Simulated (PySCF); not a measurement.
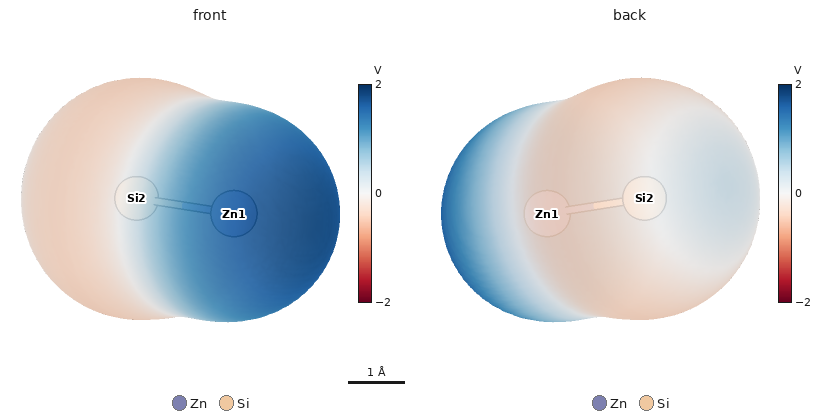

ZnSi (triplet). The electrostatic potential painted on the density surface at 0.002 e/bohr³, seen from the front and from behind; red is negative and blue positive.

Method: PBE0/def2-TZVPP, non-relativistic Hamiltonian with scalar-relativistic core potentials where named, at a bond length of 2.396 Å in PySCF.

```yaml
atoms:
  - { symbol: Zn, position_ang: [0.0000, 0.0000, -0.7294] }
  - { symbol: Si, position_ang: [0.0000, 0.0000, 1.6666] }
```

Which sites attract a positive test charge, and which a negative one?

Answer. A positive charge is drawn to the negative regions and a negative charge to the positive ones. The most negative region (about −0.4 V) lies over Si2, the most positive (about +1.8 V) over Zn1.
